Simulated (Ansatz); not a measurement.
Fields on a plane of ZnInGaO4 (InGaZnO4 type, space group R3m)

```yaml
crystal:
  lattice:
    - [1.67802, 0.96880, 8.70383]
    - [-1.67802, 0.96880, 8.70383]
    - [0.00000, -1.93761, 8.70383]
  atoms:
    - { symbol: In, position: [0.99692, 0.99692, 0.99692] }
    - { symbol: Ga, position: [0.21295, 0.21295, 0.21295] }
    - { symbol: Zn, position: [0.78120, 0.78120, 0.78120] }
    - { symbol: O, position: [0.13648, 0.13648, 0.13648] }
    - { symbol: O, position: [0.87896, 0.87896, 0.87896] }
    - { symbol: O, position: [0.28877, 0.28877, 0.28877] }
    - { symbol: O, position: [0.70473, 0.70473, 0.70473] }
```

The slice is a (-1 1 0 4) plane (indices of the conventional cell) through the point (0.781, 0.781, 0.781) (fractional), spanned by u = [1 0 -1] and v = [1 -1 1] in vectors of this cell: u (3.36 Å) and v (9.53 Å, at 90° to u). It covers one period; positions are fractions (u, v).

Atoms on it: Zn at (0.00, 0.00); O at (0.00, 0.52), 0.1 Å off the plane. Other atoms lie within 1 Å of the plane.

Method: PBE (plane waves to 420 eV, PAW, scalar-relativistic; Ansatz, a first-principles code). k mesh 11×11×11. These are valence fields of a PAW run, semicore shells included where kept as valence: close to a nucleus they are smooth pseudo fields. ZnInGaO4 was relaxed with its symmetry unable to fall.

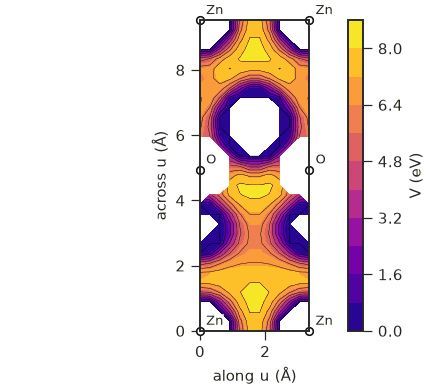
Figure: Electrostatic potential energy of an electron, from the cell's mean, in eV, one period of the plane, atoms marked. Points within 0.8 Å of a nucleus are left white, as the pseudised field means little there. Values under 0 eV are set to 0. The zero, the cell's mean, hangs on the PAW cores.

| v \ u | 0.00 | 0.18 | 0.36 | 0.55 | 0.73 | 0.91 |
|---|---|---|---|---|---|---|
| 0.94 | 0.06 | 0.15 | 0.10 | 0.14 | 0.11 | 0.10 |
| 0.84 | 0.68 | 0.45 | 0.07 | 0.03 | 0.22 | 0.62 |
| 0.75 | 0.57 | 0.25 | 0.19 | 0.25 | 0.12 | 0.49 |
| 0.66 | 0.10 | 0.12 | 0.11 | 0.02 | 0.23 | 0.10 |
| 0.56 | 0.75 | 0.79 | 0.13 | 0.17 | 0.34 | 0.81 |
| 0.47 | 0.80 | 0.76 | 0.14 | 0.03 | 0.48 | 0.82 |
| 0.38 | 0.17 | 0.13 | 0.06 | 0.04 | 0.10 | 0.17 |
| 0.28 | 0.22 | 0.17 | 0.06 | 0.03 | 0.13 | 0.21 |
| 0.19 | 0.17 | 0.10 | 0.03 | 0.01 | 0.05 | 0.15 |
| 0.09 | 0.15 | 0.11 | 0.09 | 0.13 | 0.09 | 0.15 |
| 0.00 | x | 0.07 | 0.18 | 0.37 | 0.15 | x |

Values: electron localisation function (ELF). Points within 0.4 Å of a nucleus are blanked (x), as the pseudised field means little there.
